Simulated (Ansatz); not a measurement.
# SiC: how the settings move a relaxation

Aim: see which settings change the result for SiC, by how much, and at what cost.

Program: Ansatz 0.2.0. Level of theory: reference: DFT, LDA, PAW with Ansatz's default frozen-core files, scalar-relativistic; relaxation of cell and atoms. These are calculated values, not measurements.

**1. The starting structure**

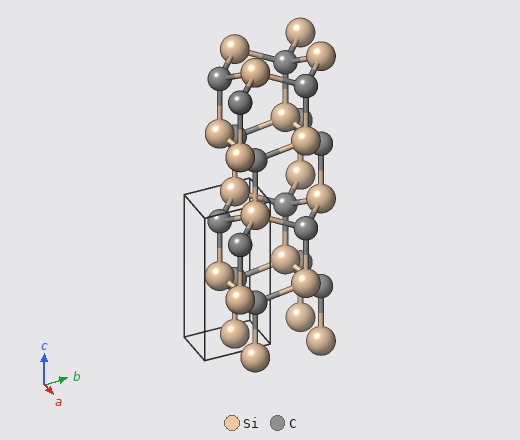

The starting structure, seen slightly off an axis (silicon light orange, carbon grey). 2×2×2 cells are drawn. Atoms on the faces are drawn again on the opposite ones.

Coordinates:

```
Si C
1.0
     3.07600    0.00000    0.00000
    -1.53800    2.66389    0.00000
     0.00000    0.00000    5.04800
Si C
2 2
Direct
  0.33333 0.66667 0.00000
  0.66667 0.33333 0.50000
  0.33333 0.66667 0.38500
  0.66667 0.33333 0.88500
```

**2. Baseline**

The input, input.yaml:

```yaml
crystal:
  lattice:
    - [3.07599999998, 0.0, 0.0]
    - [-1.53799999999, 2.66389414203, 0.0]
    - [0.0, 0.0, 5.048]
  atoms:
    - { symbol: Si, position: [0.333333333333, 0.666666666667, 0.0] }
    - { symbol: Si, position: [0.666666666667, 0.333333333333, 0.5] }
    - { symbol: C, position: [0.333333333333, 0.666666666667, 0.385] }
    - { symbol: C, position: [0.666666666667, 0.333333333333, 0.885] }
kpoints:
  mp_grid: { grid: [12, 12, 6] }
scf:
  occupations: { method: fermi_dirac, width: 0.1 }
hamiltonian:
  xc: lda
  pseudopotentials: { kind: paw }
relax:
  f_tol: 0.002
  max_steps: 80
  cell: {}
output:
  forces: true
  stress: true
```

The run is started by

```
$ ansatz run input.yaml --threads 2 --pin off --max-ram 6144MiB --backend cpu --events-out ev --progress --plain --runs-dir out
```

From the output:

```text
[...]
Basis set: ecut = 420 eV, 785 PW (Γ)
[...]
k-points: 76 of 864 (time reversal used)
[...]
SCF iter   1: F=—  HF=-1704.354743 eV  |F-HF|=—  |Δ(HF+E_count)|=         —  Δρ=7.71e-3  dr2=2.61e-2  ethr=1.77e-3  ⟨swp⟩=5.1  Hψ=5948  notcnv=0
preconditioner: auto → none  [insulator: Δε(μ)=2.126 eV  Ē_g=11.759 eV  σ=0.100 eV  W_gap=1.00  n_scr=2 (ndim 8)  ℏωp=23.1 eV  f_vac=0.000  D(μ)=0.00/eV (n_scr^D=0)  ε∞_Penn≈4.9]
SCF iter   2: F=—  HF=-1704.347604 eV  |F-HF|=—  |Δ(HF+E_count)|=   7.14e-3  Δρ=3.48e-3  dr2=2.37e-3  ethr=1.63e-4  ⟨swp⟩=2.4  Hψ=2052  notcnv=0
[...]
relax step   1: F+E_penalty+E_count = -1704.34687156 eV  Δ(F+E_penalty+E_count) = +0.000e0 eV  max|allowed force component| = 7.326e-1 eV/Å  Δτ_max = 0.0000 Å  P = -3.978 GPa  Ω = 41.364 Å³  (6 SCF iters, dr2 threshold 1.00e-7 eV, accepted)
[...]
relax step   2: F+E_penalty+E_count = -1704.37668113 eV  Δ(F+E_penalty+E_count) = -2.981e-2 eV  max|allowed force component| = 4.333e-1 eV/Å  Δτ_max = 0.0125 Å  P = -1.813 GPa  Ω = 40.950 Å³  energy of the carried Pulay correction = +1.023e-3 eV  (5 SCF iters,
[...]
relax step   3: F+E_penalty+E_count = -1704.39027913 eV  Δ(F+E_penalty+E_count) = -1.360e-2 eV  max|allowed force component| = 1.642e-1 eV/Å  Δτ_max = 0.0129 Å  P = +1.235 GPa  Ω = 40.379 Å³  energy of the carried Pulay correction = +2.450e-3 eV  (5 SCF iters,
[...]
relax step   4: F+E_penalty+E_count = -1704.39429455 eV  Δ(F+E_penalty+E_count) = -4.015e-3 eV  max|allowed force component| = 2.013e-3 eV/Å  Δτ_max = 0.0023 Å  P = +0.040 GPa  Ω = 40.583 Å³  energy of the carried Pulay correction = +1.936e-3 eV  (4 SCF iters,
[...]
relax step   5: F+E_penalty+E_count = -1704.39427692 eV  Δ(F+E_penalty+E_count) = +1.763e-5 eV  max|allowed force component| = 1.165e-3 eV/Å  Δτ_max = 0.0002 Å  P = -0.006 GPa  Ω = 40.591 Å³  energy of the carried Pulay correction = +1.915e-3 eV  (4 SCF iters,
[...]
relax step   6: F+E_penalty+E_count = -1704.39253074 eV  Δ(F+E_penalty+E_count) = +1.746e-3 eV  max|allowed force component| = 1.213e-3 eV/Å  Δτ_max = 0.0000 Å  P = -0.076 GPa  Ω = 40.591 Å³  stress off target by 8.49e-2 GPa  SCF on the basis re-selected at th
[...]
relax step   7: F+E_penalty+E_count = -1704.39256741 eV  Δ(F+E_penalty+E_count) = -3.667e-5 eV  max|allowed force component| = 8.369e-5 eV/Å  Δτ_max = 0.0000 Å  P = +0.000 GPa  Ω = 40.578 Å³  energy of the carried Pulay correction = +3.335e-5 eV  (3 SCF iters,
[...]
SCF iter   2: F=—  HF=-1704.392534 eV  |F-HF|=—  |Δ(HF+E_count)|=   2.07e-6  Δρ=2.98e-6  dr2=2.50e-9  ethr=8.39e-11  ⟨swp⟩=2.2  Hψ=1491  notcnv=0
SCF iter   3: F=-1704.392534 eV  HF=-1704.392534 eV  |F-HF|=5.46e-12  |Δ(HF+E_count)|=  8.84e-10  Δρ=2.53e-7  dr2=1.40e-11  ethr=1.00e-12  ⟨swp⟩=3.3  Hψ=3997  notcnv=0
[...]
relax step   8: F+E_penalty+E_count = -1704.39253423 eV  Δ(F+E_penalty+E_count) = +3.318e-5 eV  max|allowed force component| = 7.563e-5 eV/Å  Δτ_max = 0.0000 Å  P = +0.000 GPa  Ω = 40.578 Å³  stress off target by 5.44e-4 GPa  SCF on the basis re-selected at th
[...]
SCF converged after 3 iterations
Free energy (F): -1704.392534 eV
[...]
E sigma→0 (E₀):  -1704.392534 eV
[...]
Fermi energy:    10.780479 eV
[...]
  P = ⅓ Tr σ = 0.0002 GPa (0.002 kbar)
--- Relaxed structure (6 steps of the walk, 6 accepted, 2 SCFs on fresh bases) ---
[...]
```

Run time: 12 s. Hardware: 2 threads of Arm Neoverse V1, shared host; peak memory 0.34 GiB.

**3. Changed: mp_grid.grid [8, 8, 4], occupations.method gaussian, occupations.width 0.01, preconditioner ldos, f_tol 0.005, max_displacement 0.3**

Edit input.yaml of step 2 so:

```diff
@@ -11,5 +11,6 @@
 kpoints:
-  mp_grid: { grid: [12, 12, 6] }
+  mp_grid: { grid: [8, 8, 4] }
 scf:
-  occupations: { method: fermi_dirac, width: 0.1 }
+  occupations: { method: gaussian, width: 0.01 }
+  mixing: { preconditioner: ldos }
 hamiltonian:
@@ -18,5 +19,6 @@
 relax:
-  f_tol: 0.002
+  f_tol: 0.005
   max_steps: 80
   cell: {}
+  max_displacement: 0.3
 output:
@@ -24 +26,5 @@
   stress: true
+  write_density: true
+  write_potential: true
+  elf: true
+  volumetric_format: npy
```

The run is started by

```
$ ansatz run input.yaml --threads 2 --pin off --max-ram 6144MiB --backend cpu --events-out ev --progress --plain --runs-dir out
```

Output:

```text
Engine: ansatz 0.2.0
Pseudopotentials: kind: paw
Pseudopotential: Si, paw, valence charge 4, recommended cutoff 420 eV (normal), Si.paw.azcp
Pseudopotential: C, paw, valence charge 4, recommended cutoff 420 eV (normal), C.paw.azcp
Functional definition: SPW92
  exchange = slater_x
  correlation = pw_c
Crystal: 4 atoms, lattice volume = 41.364 Å³
Basis set: ecut = 420 eV, 785 PW (Γ)
Bands: 12, of which v1, the nominal top of the filled ones, is band 8 counted from 1 (7 counted from 0)
Symmetry: 12 space group operations
Space group: P63mc (ITA 186), of the structure as read, at distance tolerance 3.5e-5 Å
k-points: 30 of 256 (time reversal used)
Non-local potential: Si, projectors of the file, l = 0: 2, l = 1: 2, l = 2: 2
Non-local potential: C, projectors of the file, l = 0: 2, l = 1: 2, l = 2: 1
PAW form: soft (Blöchl's): semilocal exchange-correlation on the pseudo side does not see the compensation charge
PAW frozen core: Si, regenerated for the run's functional, and the local potential with it (the file was generated under x = pbe(κ = 0.804, μ = 0.2195149727645171), c = pbe(β = 0.06672455060314922))
PAW frozen core: C, regenerated for the run's functional, and the local potential with it (the file was generated under x = pbe(κ = 0.804, μ = 0.2195149727645171), c = pbe(β = 0.06672455060314922))
PAW one-centre angular grid: Si, 110 points (default); XC on 64 Gauss nodes
PAW one-centre angular grid: C, 110 points (default); XC on 64 Gauss nodes
Initial density: superposition of atomic densities (neutral atoms: chi_scale 0, normalization atom), corrected by the library's trained network
Initial wavefunctions: pseudopotential atomic-orbital guess
Functional: x = slater, c = lda
SCF iter   1: F=—  HF=-1704.354087 eV  |F-HF|=—  |Δ(HF+E_count)|=         —  Δρ=7.69e-3  dr2=2.60e-2  ethr=1.77e-3  ⟨swp⟩=5.8  Hψ=2497  notcnv=0
SCF iter   2: F=—  HF=-1704.360432 eV  |F-HF|=—  |Δ(HF+E_count)|=   6.35e-3  Δρ=9.62e-3  dr2=4.33e-2  ethr=1.63e-4  ⟨swp⟩=2.6  Hψ=968  notcnv=0
SCF iter   3: F=—  HF=-1704.346430 eV  |F-HF|=—  |Δ(HF+E_count)|=   1.40e-2  Δρ=1.17e-3  dr2=5.24e-4  ethr=1.63e-4  ⟨swp⟩=2.1  Hψ=721  notcnv=0
SCF iter   4: F=—  HF=-1704.346278 eV  |F-HF|=—  |Δ(HF+E_count)|=   1.52e-4  Δρ=6.61e-5  dr2=1.71e-6  ethr=3.28e-6  ⟨swp⟩=2.0  Hψ=651  notcnv=0
SCF iter   5: F=—  HF=-1704.346276 eV  |F-HF|=—  |Δ(HF+E_count)|=   1.79e-6  Δρ=5.94e-6  dr2=8.60e-9  ethr=1.07e-8  ⟨swp⟩=2.0  Hψ=600  notcnv=0
SCF iter   6: F=-1704.346276 eV  HF=-1704.346276 eV  |F-HF|=4.03e-10  |Δ(HF+E_count)|=   1.13e-9  Δρ=1.25e-6  dr2=6.07e-10  ethr=5.38e-11  ⟨swp⟩=5.2  Hψ=2010  notcnv=0
SCF 1 converged in 6 iterations: F = -1704.346276 eV  dr2 = 6.07e-10
relax step   1: F+E_penalty+E_count = -1704.34627637 eV  Δ(F+E_penalty+E_count) = +0.000e0 eV  max|allowed force component| = 7.305e-1 eV/Å  Δτ_max = 0.0000 Å  P = -3.983 GPa  Ω = 41.364 Å³  (6 SCF iters, dr2 threshold 1.00e-7 eV, accepted)
Crystal: 4 atoms, lattice volume = 40.949 Å³
Initial density: handed on by an earlier stage of this run
Initial wavefunctions: those handed on with the density
iter 1 solved again at ethr=3.09e-5 eV; its pass at ethr=3.10e-3 eV (dr2=4.95e-3 eV) is discarded
SCF iter   1: F=—  HF=-1704.377677 eV  |F-HF|=—  |Δ(HF+E_count)|=         —  Δρ=3.40e-3  dr2=4.97e-3  ethr=3.09e-5  ⟨swp⟩=2.1  Hψ=2457  notcnv=0
SCF iter   2: F=—  HF=-1704.378089 eV  |F-HF|=—  |Δ(HF+E_count)|=   4.12e-4  Δρ=3.74e-3  dr2=6.31e-3  ethr=3.09e-5  ⟨swp⟩=2.6  Hψ=753  notcnv=0
SCF iter   3: F=—  HF=-1704.375968 eV  |F-HF|=—  |Δ(HF+E_count)|=   2.12e-3  Δρ=2.81e-4  dr2=2.51e-5  ethr=3.09e-5  ⟨swp⟩=2.0  Hψ=713  notcnv=0
SCF iter   4: F=—  HF=-1704.375966 eV  |F-HF|=—  |Δ(HF+E_count)|=   1.74e-6  Δρ=6.88e-5  dr2=6.65e-7  ethr=1.57e-7  ⟨swp⟩=2.0  Hψ=571  notcnv=0
SCF iter   5: F=-1704.375966 eV  HF=-1704.375966 eV  |F-HF|=1.83e-9  |Δ(HF+E_count)|=   5.20e-8  Δρ=7.30e-6  dr2=6.70e-9  ethr=2.50e-9  ⟨swp⟩=8.0  Hψ=2029  notcnv=0
SCF 2 converged in 5 iterations: F = -1704.375966 eV  dr2 = 6.70e-9
relax step   2: F+E_penalty+E_count = -1704.37596600 eV  Δ(F+E_penalty+E_count) = -2.969e-2 eV  max|allowed force component| = 4.330e-1 eV/Å  Δτ_max = 0.0124 Å  P = -1.815 GPa  Ω = 40.949 Å³  energy of the carried Pulay correction = +1.023e-3 eV  (5 SCF iters, dr2 threshold 4.00e-7 eV, accepted)
Crystal: 4 atoms, lattice volume = 40.380 Å³
iter 1 solved again at ethr=1.09e-4 eV; its pass at ethr=3.10e-3 eV (dr2=1.74e-2 eV) is discarded
SCF iter   1: F=—  HF=-1704.396918 eV  |F-HF|=—  |Δ(HF+E_count)|=         —  Δρ=6.84e-3  dr2=1.80e-2  ethr=1.09e-4  ⟨swp⟩=1.1  Hψ=2675  notcnv=0
SCF iter   2: F=—  HF=-1704.395353 eV  |F-HF|=—  |Δ(HF+E_count)|=   1.57e-3  Δρ=6.12e-3  dr2=1.64e-2  ethr=1.09e-4  ⟨swp⟩=2.7  Hψ=757  notcnv=0
SCF iter   3: F=—  HF=-1704.389693 eV  |F-HF|=—  |Δ(HF+E_count)|=   5.66e-3  Δρ=1.01e-3  dr2=4.47e-4  ethr=1.02e-4  ⟨swp⟩=2.0  Hψ=710  notcnv=0
SCF iter   4: F=—  HF=-1704.389549 eV  |F-HF|=—  |Δ(HF+E_count)|=   1.44e-4  Δρ=1.12e-4  dr2=2.60e-6  ethr=2.80e-6  ⟨swp⟩=2.0  Hψ=631  notcnv=0
SCF iter   5: F=—  HF=-1704.389551 eV  |F-HF|=—  |Δ(HF+E_count)|=   2.33e-6  Δρ=1.08e-5  dr2=1.67e-8  ethr=2.50e-9  ⟨swp⟩=9.0  Hψ=2366  notcnv=0
SCF iter   6: F=-1704.389551 eV  HF=-1704.389551 eV  |F-HF|=9.66e-11  |Δ(HF+E_count)|=   3.06e-9  Δρ=1.21e-6  dr2=1.78e-10  ethr=1.04e-10  ⟨swp⟩=6.0  Hψ=1909  notcnv=0
SCF 3 converged in 6 iterations: F = -1704.389551 eV  dr2 = 1.78e-10
relax step   3: F+E_penalty+E_count = -1704.38955084 eV  Δ(F+E_penalty+E_count) = -1.358e-2 eV  max|allowed force component| = 1.626e-1 eV/Å  Δτ_max = 0.0129 Å  P = +1.221 GPa  Ω = 40.380 Å³  energy of the carried Pulay correction = +2.441e-3 eV  (6 SCF iters, dr2 threshold 4.00e-7 eV, accepted)
[... 8 lines left out ...]
relax step   4: F+E_penalty+E_count = -1704.39348456 eV  Δ(F+E_penalty+E_count) = -3.934e-3 eV  max|allowed force component| = 1.206e-3 eV/Å  Δτ_max = 0.0022 Å  P = -0.044 GPa  Ω = 40.597 Å³  energy of the carried Pulay correction = +1.897e-3 eV  (5 SCF iters, dr2 threshold 4.00e-7 eV, accepted)
[... 6 lines left out ...]
relax step   5: F+E_penalty+E_count = -1704.39350581 eV  Δ(F+E_penalty+E_count) = -2.125e-5 eV  max|allowed force component| = 1.384e-4 eV/Å  Δτ_max = 0.0000 Å  P = +0.002 GPa  Ω = 40.589 Å³  energy of the carried Pulay correction = +1.917e-3 eV  (3 SCF iters, dr2 threshold 9.50e-9 eV, accepted)
[... 9 lines left out ...]
relax step   6: F+E_penalty+E_count = -1704.39188793 eV  Δ(F+E_penalty+E_count) = +1.618e-3 eV  max|allowed force component| = 1.326e-4 eV/Å  Δτ_max = 0.0000 Å  P = -0.062 GPa  Ω = 40.589 Å³  stress off target by 6.83e-2 GPa  SCF on the basis re-selected at this cell (its energy is not comparable with the rows above)  (6 SCF iters)
[... 7 lines left out ...]
relax step   7: F+E_penalty+E_count = -1704.39191680 eV  Δ(F+E_penalty+E_count) = -2.887e-5 eV  max|allowed force component| = 2.438e-4 eV/Å  Δτ_max = 0.0000 Å  P = -0.001 GPa  Ω = 40.579 Å³  energy of the carried Pulay correction = +2.674e-5 eV  (3 SCF iters, dr2 threshold 1.17e-8 eV, accepted)
iter 1 solved again at ethr=4.30e-8 eV; its pass at ethr=3.10e-3 eV (dr2=6.89e-6 eV) is discarded
SCF iter   1: F=—  HF=-1704.391884 eV  |F-HF|=—  |Δ(HF+E_count)|=         —  Δρ=3.28e-6  dr2=3.40e-9  ethr=4.30e-8  ⟨swp⟩=3.2  Hψ=3557  notcnv=0
SCF iter   2: F=—  HF=-1704.391885 eV  |F-HF|=—  |Δ(HF+E_count)|=   1.28e-6  Δρ=2.91e-6  dr2=3.70e-9  ethr=2.12e-11  ⟨swp⟩=2.3  Hψ=628  notcnv=0
SCF iter   3: F=—  HF=-1704.391885 eV  |F-HF|=—  |Δ(HF+E_count)|=   1.09e-9  Δρ=8.63e-7  dr2=3.24e-10  ethr=2.12e-11  ⟨swp⟩=2.0  Hψ=598  notcnv=0
SCF iter   4: F=-1704.391885 eV  HF=-1704.391885 eV  |F-HF|=6.14e-12  |Δ(HF+E_count)|=  1.07e-10  Δρ=1.39e-7  dr2=8.57e-12  ethr=1.00e-12  ⟨swp⟩=4.1  Hψ=1734  notcnv=0
SCF 8 converged in 4 iterations: F = -1704.391885 eV  dr2 = 8.57e-12
relax step   8: F+E_penalty+E_count = -1704.39188486 eV  Δ(F+E_penalty+E_count) = +3.194e-5 eV  max|allowed force component| = 2.224e-4 eV/Å  Δτ_max = 0.0000 Å  P = -0.001 GPa  Ω = 40.579 Å³  stress off target by 1.41e-3 GPa  SCF on the basis re-selected at this cell (its energy is not comparable with the rows above)  (4 SCF iters)
basis re-selected at this cell: Δ(F+E_penalty+E_count) = +3.194e-5 eV, ΔP = -0.000 GPa vs the last step (what re-selecting the basis moved, of the pressure what is left beyond the Pulay correction that the steps carried, after the strain that the cell walked since its last selection, with what the two solves' SCF thresholds leave and, on support functions, any second-order correction that the steps lacked; it is no measure of the basis error at this ecutwfc). This SCF's stress stands 1.41e-3 GPa from its target on what of the cell is left free (relax.cell.stress_tol is 5.00e-2 GPa) and its largest allowed force component is 2.22e-4 eV/Å (relax.f_tol is 5.00e-3 eV/Å): within both
SCF converged after 4 iterations
Free energy (F): -1704.391885 eV
Harris-Foulkes:  -1704.391885 eV  (|F-HF|=6.14e-12)
Internal energy: -1704.391885 eV  (E = F + TS)
E sigma→0 (E₀):  -1704.391885 eV
Fermi energy:    10.835632 eV
--- Per-component energies (eV) ---
  E_band       = 57.310287
  E_kinetic    = 273.703608
  E_local      = -211.955516  (includes V_loc(G=0)·N_el)
  E_nonlocal   = 108.322867
  E_hartree    = 64.085499
  E_xc         = -210.216833
  E_vxc        = -219.762641  (∫ρ·V_xc dr)
  E_paw        = -1156.145683  (= ΣΔE_a)
  E_vpaw       = -21.169021  (= ΣTr[D̂ρ^β])
  E_aug_tail   = 0.000030  (compensation charges beyond the density's cutoff)
  E_ewald      = -572.480184
  E_core_change = 0.294326  (= ΣΔE_core)
  E_smearing   = -0.000000  (= −TS)
  E_closure    = -0.000000  (closes the sum)
  Σ components = -1704.391885   (vs F -1704.391885, Δ=0.00e0)
--- Forces (eV/Å), atoms counted from 1 ---
  atom   1  Si    -0.00000000    -0.00000000     0.00021983
  atom   2  Si    -0.00000000     0.00000000     0.00021983
  atom   3  C      0.00000000    -0.00000000    -0.00022494
  atom   4  C      0.00000000     0.00000000    -0.00022494
  max |Σ_I F_I| component: 1.02e-5 eV/Å
--- Stress (GPa, compression-positive) ---
       -0.001407       0.000000       0.000000
        0.000000      -0.001407      -0.000000
        0.000000      -0.000000      -0.000473
  P = ⅓ Tr σ = -0.0011 GPa (-0.011 kbar)
--- Band table (eV; the first three rows and the last of 30) ---
  k-point 0: bands = ["-5.9962", "-2.3076", "0.8143", "8.3133", "8.3133", "9.5272", "9.6387", "9.6387", "14.5539", "16.0464", "16.3141", "16.3141"]
  k-point 1: bands = ["-5.6861", "-3.3839", "2.3872", "8.0342", "8.4825", "8.4825", "9.4160", "9.4160", "14.8317", "16.4318", "16.4318", "16.7486"]
  k-point 2: bands = ["-4.7773", "-4.7773", "5.1854", "5.1854", "8.9227", "8.9227", "8.9227", "8.9227", "15.6294", "15.6294", "16.9952", "16.9952"]
  k-point 29: bands = ["-1.1757", "-1.1757", "1.7452", "1.7452", "4.2971", "4.2971", "7.8329", "7.8329", "14.4411", "14.4411", "15.9716", "15.9716"]
--- Relaxed structure (6 steps of the walk, 6 accepted, 2 SCFs on fresh bases) ---
  F+E_penalty+E_count = -1704.39188486 eV   max|allowed force component| = 2.224e-4 eV/Å   (the final SCF, on the basis selected at the relaxed cell)
  cell:  # Å, volume = 40.5785 Å³
    - [3.056487908219668, 0.0, 1.7843554444576183e-36]
    - [-1.528243954109834, 2.6469961748781925, -8.921777222288091e-37]
    - [2.9282920298016332e-36, 0.0, 5.015572515394427]
  atoms:
    - { symbol: Si, position: [0.33333333333333337, 0.6666666666666667, 0.004576215397753938] }
    - { symbol: Si, position: [0.6666666666666667, 0.33333333333333337, 0.5045762153977539] }
    - { symbol: C, position: [0.33333333333333337, 0.6666666666666667, 0.380423784602246] }
    - { symbol: C, position: [0.6666666666666667, 0.33333333333333337, 0.8804237846022461] }
```

It took 6.8 s on 2 threads of Arm Neoverse V1, shared host; peak memory 0.3 GiB.

Changing the k-point mesh, smearing, mixing, convergence setting and walk settings moves the energy by +0.2 meV/atom (σ→0 values), and the gap on the mesh goes from 2.13 to 2.39 eV. More than one kind of setting changed, and this run alone doesn't tell their shares apart. A gap read on a mesh depends on which points the mesh holds, and a coarse mesh shifts the density too.

**4. Side by side**

```csv
run,ending,energy change,pressure (GPa),gap (eV),force (eV/Å),cycles,time
reference,converged,0,0.0,2.13,0.00,35,12 s
"1: mp_grid.grid [8, 8, 4], occupations.method gaussian, occupations.width 0.01, preconditioner ldos, f_tol 0.005, max_displacement 0.3",converged,+0.2 meV/atom (σ→0),0.0,2.39,0.00,-,6.8 s
```

Times don't compare one to one where runs were asked for different outputs or read a saved state (see the inputs); cycles may leave out searches for a lower state.

Changing the k-point mesh, smearing, mixing, convergence setting and walk settings moves the energy by +0.2 meV/atom (σ→0 values), and the gap on the mesh goes from 2.13 to 2.39 eV. More than one kind of setting changed, and this run alone doesn't tell their shares apart. A gap read on a mesh depends on which points the mesh holds, and a coarse mesh shifts the density too.

These are semilocal Kohn-Sham gaps, which aren't the measured quantity. Such gaps usually fall short of the measured ones.
